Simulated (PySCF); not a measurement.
# CH7FO2Si2 (SMILES FC(O[SiH3])O[SiH3]): what the fields show

Input

```
{"job": {"kind": "nmr", "xc": "PBE0", "basis": "pcSseg-1"}, "charge": 0, "multiplicity": 1}
C      0.238143    -0.827662     0.810451
O     -0.569490     0.238316     0.500500
Si    -2.133666     0.110143    -0.130172
O      1.536507    -0.501276     0.643490
Si     2.036970     0.685717    -0.458984
F     -0.093770    -1.872567    -0.025674
H      0.069637    -1.186653     1.841337
H     -2.109181    -0.282620    -1.565505
H     -2.919694    -0.878096     0.662672
H     -2.701197     1.475200     0.021342
H      1.756015     2.054127     0.055632
H      1.393464     0.494282    -1.789961
H      3.504960     0.473911    -0.558130
```

Launched as:

```sh
OMP_NUM_THREADS=1 python cluster_run.py task.json out
```

Geometry: PBE0-D3(BJ)/def2-SVP.

The calculation used PBE0/pcSseg-1, SCF density, gas phase, non-relativistic (PySCF 2.14.0).

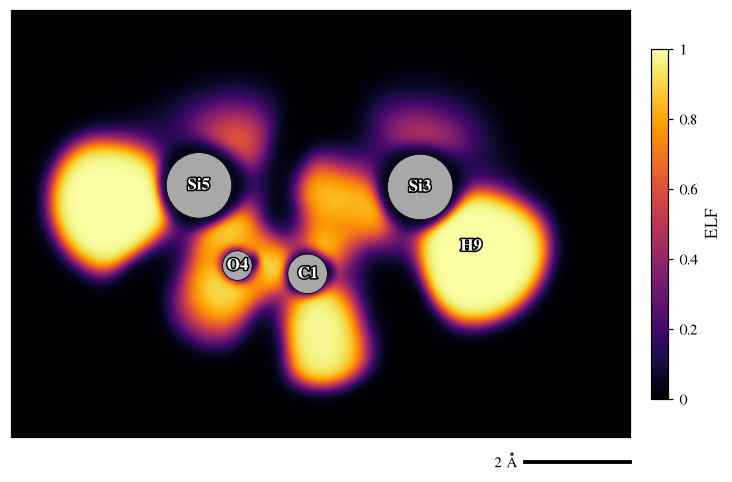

Figure 1. Electron localisation function on the plane of atoms C1, O4 and Si5. Grey discs cover the atomic cores.

Question: Read the bonding off the picture.

Answer:
- The plane passes through C, Si, O and H nuclei.
- C–O (1.35 Å): the ELF peaks at about 0.90 between the atoms; a shared but strongly polarised pair.
- Si–O (1.70 Å): the ELF peaks at about 0.85 between the atoms (a shared but strongly polarised pair).
- Si–H (1.49 Å): the ELF climbs to about 1 towards the hydrogen, as it does in any bond to H.
- The ELF also peaks beside O4 and O2, away from the bonds: lone-pair regions.

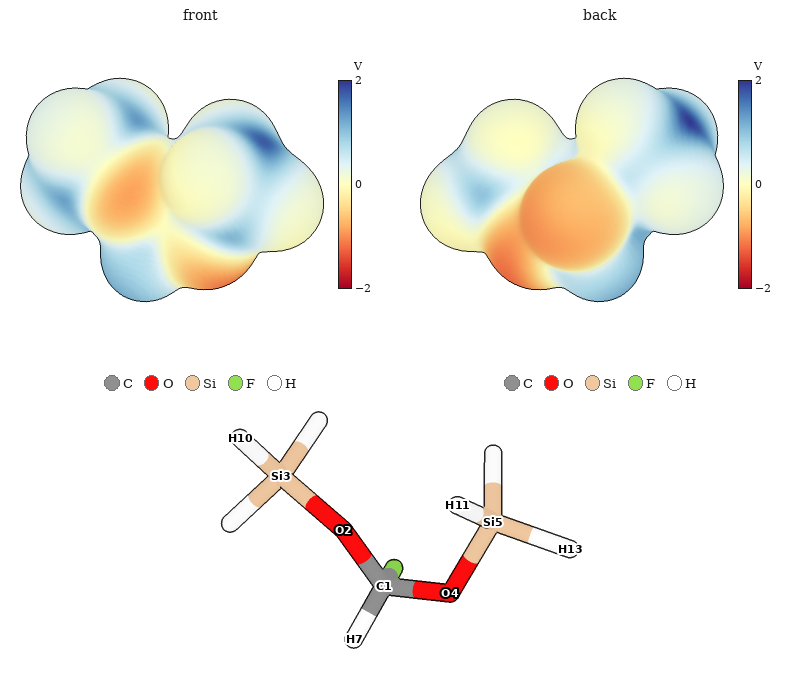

Figure 2. The molecular electrostatic potential painted on the density surface at 0.002 e/bohr³, seen from the front and from behind; red is negative and blue positive. The bare structure is drawn below in the same view.

Question: Where is the surface potential most negative and most positive?

Answer: The most negative region (about −1.1 V, or −25 kcal/mol for a unit charge) lies over O4, the most positive (about +1.8 V, or +42 kcal/mol for a unit charge) over Si3 and Si5. O4 is the likeliest acceptor of a hydrogen bond.
